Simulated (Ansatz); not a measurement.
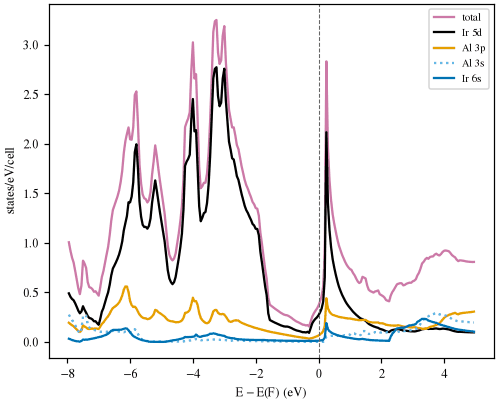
Figure. Total and projected density of states of AlIr (CsCl type, space group No. 221), LDA (plane waves, PAW; program Ansatz)

Q: Which orbitals carry the states next to the Fermi level?

A: Within 0.5 eV of the Fermi level: Ir 5d 70 %, Al 3p 19 %, Ir 6s 6 %. Projections are on Löwdin-orthogonalised atomic valence shells; empty p or d shells of many metals are not among them.

Q: Where is the tallest occupied peak in this window, and what makes it?

A: Near -3.2 eV, about 3.2 states/eV per cell; the largest projected share is Ir 5d.

Space group Pm-3m (CsCl type). The workflow started from a Materials Project entry (that database holds measured and hypothetical structures alike); the Crystallography Open Database copy checked does not list it. With Al and Ir taken as one species the cell has the higher symmetry Im-3m, so it may be an ordered model of a mixed-site phase. Its standing as an ambient phase is unchecked. Symmetry was held in the LDA relaxation; of distortions, only those at the zone centre were tested. No spin polarisation was allowed. Scalar-relativistic: spin–orbit coupling is off unless named, which matters more the heavier the elements.

Potentials: the later of the program's two PAW sets.
